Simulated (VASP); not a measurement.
Band structure of Pb (fcc). Method: optB88-vdW, VASP's PBE PAW potentials (set 64) (plane waves; VASP 6.6.1).

Unless said otherwise, spin-orbit coupling is left out, though it shifts the bands of the heavy elements here.

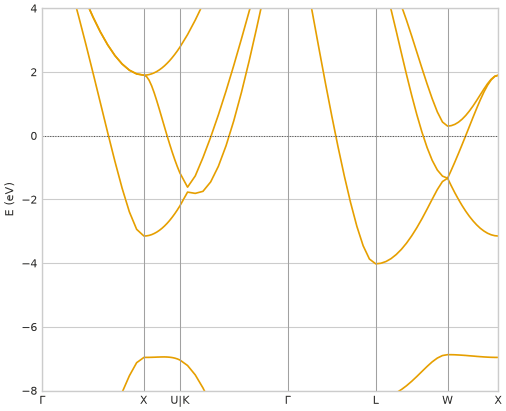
Bands along high-symmetry lines, zero at the valence-band maximum or, without a gap, the Fermi level

### Question
Read the plot: is there a gap, and where are the band edges?

### Answer
It has no gap at this level: it comes out as a metal or semimetal. (Edges off the drawn lines would not show.)

The compound is Pb in the fcc structure. It was relaxed first.
